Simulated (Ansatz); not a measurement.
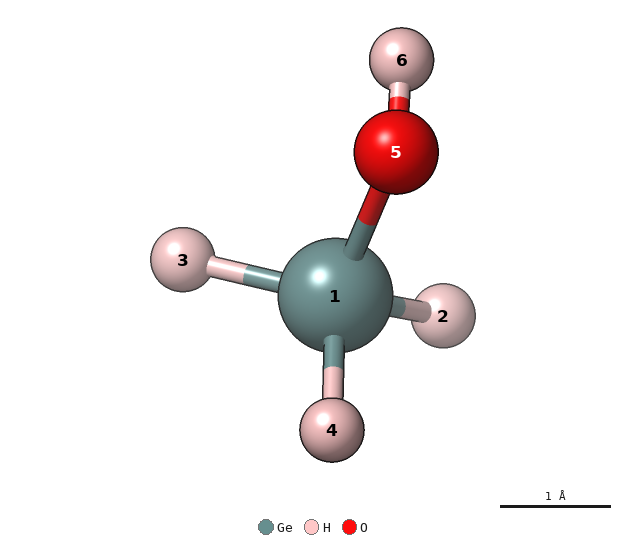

Orthographic view. Distant atoms are faded towards the background colour. The geometry was computed by an optimisation with PBE0-D4/def2-TZVP.

Give the geometry as a Z-matrix, atoms in numerical order, with these reference atoms: 2 to 1; 3 to 1, 2; 4 to 1, 2, 3; 5 to 1, 4, 2; 6 to 5, 1, 4.

```
Ge 
H    1   1.541
H    1   1.541   2   109.6
H    1   1.531   2   111.4   3   123.9
O    1   1.783   4   104.3   2  -118.6
H    5   0.959   1   112.7   4  -179.0
```
